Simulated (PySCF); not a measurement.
SMILES CC[O][Ge]([O]CC)([O]CC)[O]CC at its GFN2-xTB optimised geometry (Å):

```
33

C     -2.4222    -2.4416    -0.8565
C     -1.2008    -1.9061    -1.5855
O     -1.0299    -0.5100    -1.3810
Ge    -0.2800     0.2633     0.0000
O      1.4708     0.2633     0.0000
C      2.2996     1.1262    -0.7660
C      2.2099     0.8515    -2.2580
O     -0.7332     1.9515     0.0000
C     -2.0127     2.5026    -0.2792
C     -2.2823     2.5848    -1.7729
O     -0.8099    -0.6224     1.4138
C     -0.2586    -0.5413     2.7218
C      0.9774    -1.4135     2.8695
H     -3.3148    -1.9181    -1.1892
H     -2.3003    -2.2803     0.2115
H     -2.5354    -3.5046    -1.0537
H     -1.3175    -2.0225    -2.6690
H     -0.3079    -2.4528    -1.2674
H      3.3148     0.9369    -0.3998
H      2.0370     2.1687    -0.5637
H      1.1917     1.0335    -2.5969
H      2.4642    -0.1854    -2.4640
H      2.8920     1.5033    -2.7980
H     -2.7975     1.9165     0.2094
H     -1.9940     3.5046     0.1641
H     -1.5206     3.1911    -2.2564
H     -3.2590     3.0280    -1.9497
H     -2.2542     1.5842    -2.1974
H     -0.0152     0.4959     2.9724
H     -1.0559    -0.8873     3.3895
H      1.3605    -1.3453     3.8845
H      1.7384    -1.0770     2.1698
H      0.7321    -2.4490     2.6474
```

Calculation: B3LYP/def2-SVP in PySCF. Cells within 0.4 Å of a nucleus heavier than hydrogen are left out (blank, or x).

Map of the Laplacian of the electron density (e/bohr⁵) on the plane z = 1.5 Å:

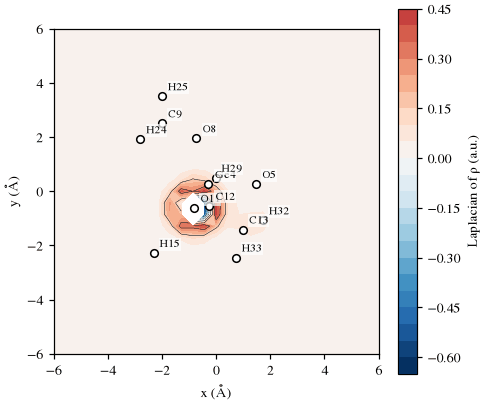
Figure. Laplacian of the electron density (e/bohr⁵) on the plane z = 1.5 Å.
